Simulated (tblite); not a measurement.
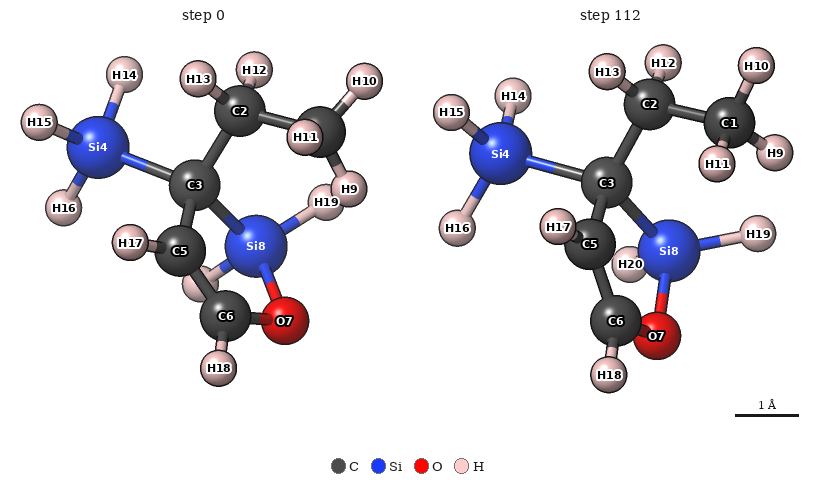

The structure of C₅H₁₂OSi₂ before (left) and after (right) a relaxation, at one scale.

The picture is a ball-and-stick view, seen at a tilt.

The calculation used tblite, GFN2-xTB geometry optimisation, gas phase. 

Describe what moved and what it gained.

Answer. After 112 geometry steps the energy has fallen by 0.797 eV. The largest move after the best rigid fit is that of H19, 0.76 Å. By element the largest moves are H 0.76 Å, O 0.70 Å, C 0.31 Å, Si 0.14 Å. Some distances before and after: O7–Si8 1.759 → 1.648 Å, C3–Si8 1.866 → 1.921 Å, C5–H17 1.124 → 1.077 Å, C2–C3 1.487 → 1.533 Å. Bond angles that change, for instance: Si4–C3–C5 114.2° → 106.3°, C6–O7–Si8 105.2° → 112.1°, C5–C6–H18 122.2° → 127.9°. Groups turn about C1–C2 by about 35°, C3–Si8 by about 30°, O7–Si8 by about 30°.
